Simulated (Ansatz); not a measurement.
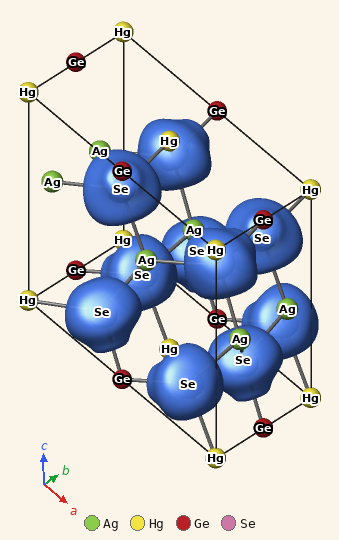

*Ag$_{2}$HgGeSe$_{4}$. Isosurface of the ELF at 0.6 (blue), seen slightly off an axis. Only the valence region is drawn (cores and ρ < 0.01 e/Å³ removed). Sticks mark near contacts.*

Space group Cm; started from the stannite prototype, which need not be the ambient phase; changed on purpose from its base cell (shaken).

The calculation used DFT, PBEsol, plane waves, PAW in Ansatz 0.2.0.

What do the ELF domains correspond to?

Answer. The ELF exceeds this value in eight regions on Se in which the atom's valence shell and bonds are merged, counted in one cell of 16 atoms. Any copies at cell faces, edges or corners count once. Profiles from the grid: Ge–Se (2.40 Å): the ELF is about 0.70 at the midpoint. Ag–Se (2.58 Å): the ELF is about 0.30 at the midpoint.
